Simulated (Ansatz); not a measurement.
As (A7 type, space group R-3m)

Space group R-3m, hexagonal axes (No. 166); a = b = 3.7591 Å, c = 10.7349 Å, α = β = 90.00°, γ = 120.00°

| atom | site | symmetry | x | y | z |
|---|---|---|---|---|---|
| As | 6c | 3m | 0.0000 | 0.0000 | 0.2260 |
(The calculation used a cell of 2 atoms; values per cell refer to that cell.)

Equation-of-state scan: isotropic scaling of the cell above, V₀ being its volume. The atoms relax within the cell's symmetry.

Calculation: r2SCAN+rVV10 (plane waves to 500 eV, PAW, scalar-relativistic; Ansatz, a first-principles code). k mesh 15×15×15 (Γ-centred), Fermi-Dirac smearing 0.05 eV. E stands for the smeared free energy. Compression counts positive. With the shape held, the modulus is that of even scaling; a crystal free to change shape is softer. As was relaxed with its symmetry unable to fall. The PAW data are Ansatz's earlier set. ΔE is measured from the relaxed starting cell.

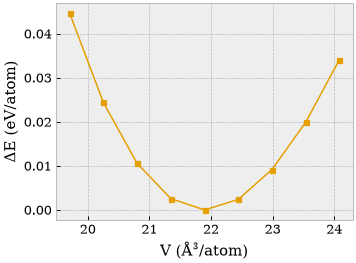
Fig. 1. ΔE (eV/atom) against V (Å³/atom); one marker a computed point.

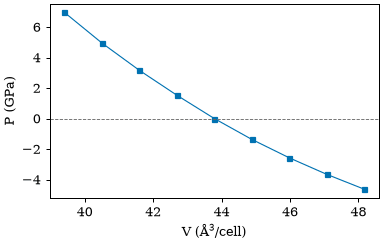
Figure: P (GPa) against V (Å³/cell); computed points joined by lines.

The pressure at the smallest volume comes out as 7.0 GPa. The energy cost of the largest compression comes out as 45 meV/atom. The pressure derivative B₀′ (fit) is 2.9 and the equilibrium volume of the fit comes out as 21.90 Å³/atom. The pressure for 5 % compression (fit) is 3.1 GPa.

P = (3B₀/2)(x⁷ − x⁵)[1 + ¾(B₀′ − 4)(x² − 1)] with x = (1/0.95)^(1/3), B₀ = 56.9 GPa and B₀′ = 2.94.

(A scan under strain: stresses follow from slopes of the energy per volume, elastic moduli from its curvatures.)
